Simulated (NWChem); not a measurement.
SnSiH6 (charge +1): single-point calculation

The run: single-point calculation of SnSiH6, charge +1, multiplicity 2. Method and program: HF/def2-SVPD, UHF, core potentials def2-SVPD (NWChem 7.3.0).

The geometry is that of the parent species in another charge or spin state. The geometry comes from this level: PBE0-D4/def2-TZVP.

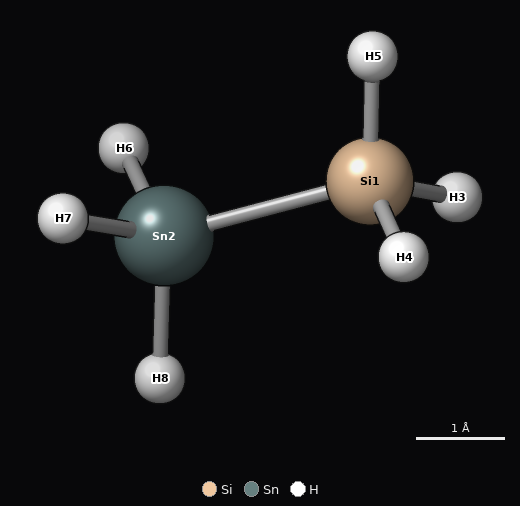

Figure 1. The structure (ball-and-stick view, seen at a tilt; atoms are numbered from 1 in the order of the input). Sticks mark near contacts. Bond lengths as drawn: H–Si 1.49 Å, H–Sn 1.71 Å and Si–Sn 2.56 Å.

Input:
```
START work
memory stack 880 mb heap 220 mb global 1100 mb
charge 1

GEOMETRY units angstrom noautosym nocenter noautoz
 Si      -0.621900       0.121300      -1.152100
 Sn       0.611700      -0.129400       1.077500
 H       -2.070400       0.355200      -0.912500
 H       -0.465000      -1.112000      -1.967300
 H       -0.071600       1.272400      -1.915300
 H        0.450400       1.285900       2.019300
 H        2.276200      -0.410700       0.820500
 H       -0.017200      -1.439600       1.974000
END

BASIS spherical bse
 * library def2-SVPD
END

ECP bse
 Sn library def2-SVPD
END

SCF
 doublet
 uhf
 thresh 1e-08
 maxiter 80
 noprint "final vectors analysis"
END

TASK scf energy
```

Launched with:
```bash
nwchem work.nw > work.out
```

Log:
```
Northwest Computational Chemistry Package (NWChem) 7.3.0
             --------------------------------------------------------

           Job information
           ---------------

    nwchem branch   = 7.3.0
    use scalapack   = T
    input           = work.nw
    prefix          = work.
    data base       = ./work.db
    status          = startup
    nproc           =        1

           Memory information
           ------------------

    heap     =     28835838 doubles =      220.0 Mbytes
    stack    =    115343355 doubles =      880.0 Mbytes
    global   =    144179200 doubles =     1100.0 Mbytes (distinct from heap & stack)
    total    =    288358393 doubles =     2200.0 Mbytes
    verify   = yes
    hardfail = no

           Directory information
           ---------------------

  0 permanent = .
  0 scratch   = .

                                NWChem Input Module
                                -------------------

 Scaling coordinates for geometry "geometry" by  1.889725989
 (inverse scale =  0.529177249)

                             Geometry "geometry" -> ""
                             -------------------------

 Output coordinates in angstroms (scale by  1.889725989 to convert to a.u.)

  No.       Tag          Charge          X              Y              Z
 ---- ---------------- ---------- -------------- -------------- --------------
    1 Si                  14.0000    -0.62190000     0.12130000    -1.15210000
    2 Sn                  50.0000     0.61170000    -0.12940000     1.07750000
    3 H                    1.0000    -2.07040000     0.35520000    -0.91250000
    4 H                    1.0000    -0.46500000    -1.11200000    -1.96730000
    5 H                    1.0000    -0.07160000     1.27240000    -1.91530000
    6 H                    1.0000     0.45040000     1.28590000     2.01930000
    7 H                    1.0000     2.27620000    -0.41070000     0.82050000
    8 H                    1.0000    -0.01720000    -1.43960000     1.97400000

      Atomic Mass
      -----------

      Si                27.976930
      Sn               117.901800
      H                  1.007825

 Effective nuclear repulsion energy (a.u.)     238.2589231682

            Nuclear Dipole moment (a.u.)
            ----------------------------
        X                 Y               Z
 ---------------- ---------------- ----------------
    41.5376890098    -9.1096131005    71.3641791505

            XYZ format geometry
            -------------------
     8
 geometry
 Si                   -0.62190000     0.12130000    -1.15210000
 Sn                    0.61170000    -0.12940000     1.07750000
 H                    -2.07040000     0.35520000    -0.91250000
 H                    -0.46500000    -1.11200000    -1.96730000
 H                    -0.07160000     1.27240000    -1.91530000
 H                     0.45040000     1.28590000     2.01930000
 H                     2.27620000    -0.41070000     0.82050000
 H                    -0.01720000    -1.43960000     1.97400000

 ==============================================================================
                                internuclear distances
 ------------------------------------------------------------------------------
       center one      |      center two      | atomic units |  angstroms
 ------------------------------------------------------------------------------
    2 Sn               |   1 Si               |     4.83849  |     2.56042
    3 H                |   1 Si               |     2.80945  |     1.48670
    4 H                |   1 Si               |     2.80941  |     1.48667
    5 H                |   1 Si               |     2.80949  |     1.48672
    6 H                |   2 Sn               |     3.22700  |     1.70765
    7 H                |   2 Sn               |     3.22681  |     1.70755
    8 H                |   2 Sn               |     3.22687  |     1.70759
 ------------------------------------------------------------------------------
                         number of included internuclear distances:          7
 ==============================================================================

 ==============================================================================
                                 internuclear angles
 ------------------------------------------------------------------------------
        center 1       |       center 2       |       center 3       |  degrees
 ------------------------------------------------------------------------------
    2 Sn               |   1 Si               |   3 H                |   110.15
    2 Sn               |   1 Si               |   4 H                |   110.21
    2 Sn               |   1 Si               |   5 H                |   110.15
    3 H                |   1 Si               |   4 H                |   108.77
    3 H                |   1 Si               |   5 H                |   108.76
    4 H                |   1 Si               |   5 H                |   108.77
    1 Si               |   2 Sn               |   6 H                |   110.71
    1 Si               |   2 Sn               |   7 H                |   110.78
    1 Si               |   2 Sn               |   8 H                |   110.78
    6 H                |   2 Sn               |   7 H                |   108.16
    6 H                |   2 Sn               |   8 H                |   108.15
    7 H                |   2 Sn               |   8 H                |   108.16
 ------------------------------------------------------------------------------
                            number of included internuclear angles:         12
 ==============================================================================

 Summary of "ao basis" -> "" (spherical)
 ------------------------------------------------------------------------------
       Tag                 Description            Shells   Functions and Types
 ---------------- ------------------------------  ------  ---------------------
 *                         def2-SVPD                  on all atoms

                 ECP       "ecp basis" -> "" (cartesian)
                -----
  [basis functions not shown]

                      Basis "ao basis" -> "ao basis" (spherical)
                      -----
  [basis functions not shown]

 Summary of "ao basis" -> "ao basis" (spherical)
 ------------------------------------------------------------------------------
       Tag                 Description            Shells   Functions and Types
 ---------------- ------------------------------  ------  ---------------------
 Si                        def2-SVPD                10       24   5s3p2d
 Sn                        def2-SVPD                12       32   5s4p3d
 H                         def2-SVPD                 4        8   2s2p

                                 NWChem SCF Module
                                 -----------------

  ao basis        = "ao basis"
  functions       =   104
  atoms           =     8
  alpha electrons =    21
  beta  electrons =    20
  charge          =   1.00
  wavefunction    = UHF
  input vectors   = atomic
  output vectors  = ./work.movecs
  use symmetry    = F
  symmetry adapt  = F

 Summary of "ao basis" -> "ao basis" (spherical)
 ------------------------------------------------------------------------------
       Tag                 Description            Shells   Functions and Types
 ---------------- ------------------------------  ------  ---------------------
 Si                        def2-SVPD                10       24   5s3p2d
 Sn                        def2-SVPD                12       32   5s4p3d
 H                         def2-SVPD                 4        8   2s2p

 Forming initial guess at       0.1s

      Superposition of Atomic Density Guess
      -------------------------------------

 Sum of atomic energies:        -540.82725725

 Renormalizing density from      42.00 to     41

      Non-variational initial energy
      ------------------------------

 Total energy =    -499.749792
 1-e energy   =    -990.336198
 2-e energy   =     372.546212
 HOMO         =      -0.595031
 LUMO         =      -0.208364

 Starting SCF solution at       0.6s

 ----------------------------------------------
         Quadratically convergent UHF

 Convergence threshold     :          1.000E-08
 Maximum no. of iterations :           80
 Integral*density screening:          1.000E-10
 ----------------------------------------------

              iter       energy          gnorm     gmax       time
             ----- ------------------- --------- --------- --------
                 1     -505.2438575602  6.83D-01  1.12D-01      1.9
                 2     -505.2992174049  2.08D-01  4.06D-02      3.1
                 3     -505.3059112690  9.14D-03  2.77D-03      6.4
                 4     -505.3059515733  3.68D-05  7.65D-06     14.3
                 5     -505.3059515741  1.43D-09  2.82D-10     29.3

       Final UHF  results
       ------------------

         Total SCF energy =   -505.305951574142
      One electron energy =  -1005.785098435999
      Two electron energy =    382.438953349655
 Nuclear repulsion energy =    118.040193512202

                       Sz =      0.5000
                 Sz(Sz+1) =      0.7500
                      S^2 =      0.7578

        Time for solution =     28.7s

          Final alpha eigenvalues
          -----------------------

              1
    1  -69.0125
    2   -6.3836
    3   -6.1026
    4   -4.5002
    5   -4.4905
    6   -4.4905
    7   -4.2998
    8   -4.2863
    9   -4.2863
   10   -1.5673
   11   -1.5596
   12   -1.5596
   13   -1.5481
   14   -1.5481
   15   -0.9923
   16   -0.8751
   17   -0.7119
   18   -0.7119
   19   -0.6611
   20   -0.6519
   21   -0.6519
   22   -0.0959
   23   -0.0959
   24   -0.0957
   25   -0.0835
   26   -0.0491
   27   -0.0491
   28   -0.0229
   29   -0.0148
   30    0.0193
   31    0.0198

          Final beta eigenvalues
          ----------------------

              1
    1  -69.0096
    2   -6.3797
    3   -6.0999
    4   -4.4891
    5   -4.4891
    6   -4.4850
    7   -4.2913
    8   -4.2864
    9   -4.2864
   10   -1.5582
   11   -1.5566
   12   -1.5566
   13   -1.5479
   14   -1.5479
   15   -0.9285
   16   -0.8424
   17   -0.6975
   18   -0.6974
   19   -0.6332
   20   -0.6331
   21   -0.3109
   22   -0.0799
   23   -0.0725
   24   -0.0715
   25   -0.0715
   26   -0.0480
   27   -0.0480
   28   -0.0140
   29    0.0006
   30    0.0244
   31    0.0244

 center of mass
 --------------
 x =   0.68193869 y =  -0.14816820 z =   1.17948991

 moments of inertia (a.u.)
 ------------------
         501.259673023477          27.817003647184        -247.347798376964
          27.817003647184         632.458966106242          50.274493519648
        -247.347798376964          50.274493519648         191.064780720033

  Mulliken analysis of the total density
  --------------------------------------

    Atom       Charge   Shell Charges
 -----------   ------   -------------------------------------------------------
    1 Si  14    13.98   2.00  1.99  1.04  0.25 -0.01  5.94  1.19  1.36  0.16  0.07
    2 Sn  22    21.02   0.42  1.60  1.00 -0.03  0.04  2.77  3.24  1.49  0.37  9.76  0.38 -0.01
    3 H    1     0.92   0.71  0.22  0.01 -0.02
    4 H    1     0.92   0.71  0.22  0.01 -0.02
    5 H    1     0.92   0.71  0.22  0.01 -0.02
    6 H    1     1.08   0.65  0.40  0.01  0.02
    7 H    1     1.08   0.65  0.40  0.01  0.02
    8 H    1     1.08   0.65  0.40  0.01  0.02

  Mulliken analysis of the alpha density
  --------------------------------------

    Atom       Charge   Shell Charges
 -----------   ------   -------------------------------------------------------
    1 Si  14     7.25   1.00  1.00  0.53  0.11 -0.01  2.97  0.69  0.82  0.10  0.04
    2 Sn  22    10.60   0.21  0.80  0.50 -0.07  0.02  1.39  1.62  0.87  0.18  4.88  0.21 -0.00
    3 H    1     0.47   0.37  0.12  0.01 -0.02
    4 H    1     0.47   0.37  0.12  0.01 -0.02
    5 H    1     0.47   0.37  0.12  0.01 -0.02
    6 H    1     0.57   0.34  0.21  0.01  0.01
    7 H    1     0.57   0.34  0.21  0.01  0.01
    8 H    1     0.57   0.34  0.21  0.01  0.01

   Mulliken analysis of the beta density
   -------------------------------------

    Atom       Charge   Shell Charges
 -----------   ------   -------------------------------------------------------
    1 Si  14     6.73   1.00  1.00  0.51  0.14 -0.01  2.97  0.49  0.54  0.07  0.03
    2 Sn  22    10.42   0.21  0.80  0.50  0.04  0.01  1.38  1.63  0.61  0.19  4.88  0.17 -0.00
    3 H    1     0.44   0.34  0.10  0.01 -0.01
    4 H    1     0.44   0.34  0.10  0.01 -0.01
    5 H    1     0.44   0.34  0.10  0.01 -0.01
    6 H    1     0.51   0.31  0.19  0.01  0.01
    7 H    1     0.51   0.31  0.19  0.01  0.01
    8 H    1     0.51   0.31  0.19  0.01  0.01

   Mulliken analysis of the spin density
   -------------------------------------

    Atom       Charge   Shell Charges
 -----------   ------   -------------------------------------------------------
    1 Si  14     0.52   0.00  0.00  0.02 -0.02 -0.00  0.00  0.20  0.28  0.03  0.01
    2 Sn  22     0.19  -0.00  0.00 -0.01 -0.11  0.01  0.01 -0.01  0.26 -0.01 -0.00  0.05 -0.00
    3 H    1     0.03   0.03  0.01  0.00 -0.01
    4 H    1     0.03   0.03  0.01  0.00 -0.01
    5 H    1     0.03   0.03  0.01  0.00 -0.01
    6 H    1     0.07   0.04  0.02  0.00  0.01
    7 H    1     0.07   0.04  0.02  0.00  0.01
    8 H    1     0.07   0.04  0.02  0.00  0.01

       Multipole analysis of the density wrt the origin
       ------------------------------------------------

     L   x y z        total         alpha         beta         nuclear
     -   - - -        -----         -----         ----         -------
     0   0 0 0      1.000000    -21.000000    -20.000000     42.000000

     1   1 0 0      0.038209     -4.565612     -4.567397      9.171218
     1   0 1 0     -0.017707      1.126866      1.118185     -2.262758
     1   0 0 1      0.015655     -7.139744     -7.195747     14.351146

     2   2 0 0    -26.336413    -56.793387    -53.601153     84.058127
     2   1 1 0     -0.403613      6.086672      5.786437    -12.276722
     2   1 0 1      3.587974    -53.497164    -50.816550    107.901688
     2   0 2 0    -28.240092    -28.309274    -26.537896     26.607078
     2   0 1 1     -0.728114     10.939993     10.399518    -22.067625
     2   0 0 2    -21.837956   -123.372190   -116.813449    218.347684

 Task  times  cpu:       29.3s     wall:       29.3s
 Total times  cpu:       29.3s     wall:       29.3s
```

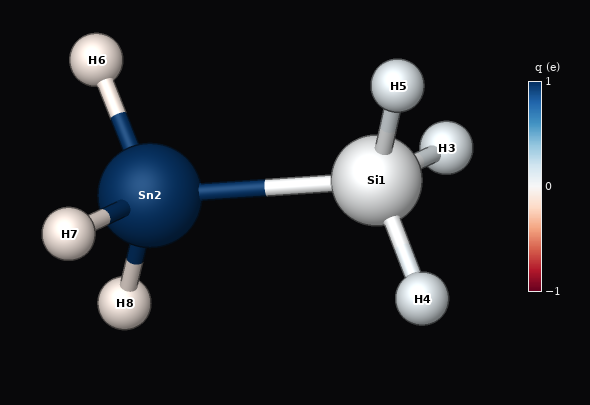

Figure 2. Mulliken charges, as the colour of each atom (ball-and-stick view, seen at a tilt; atoms are numbered from 1 in the order of the input; Mulliken charges depend strongly on the basis). By element: Si +0.02, Sn +0.98 and H −0.08 to +0.08 e.

Key numbers:

```csv
quantity,value
outcome,converged
total energy,−505.305952 hartree
basis functions,104
⟨S²⟩,0.758
hardware,"1 thread of Intel Xeon (Sapphire Rapids), 16 GiB of memory available, shared host"
wall time,30 s
peak memory,0.099 GiB
```
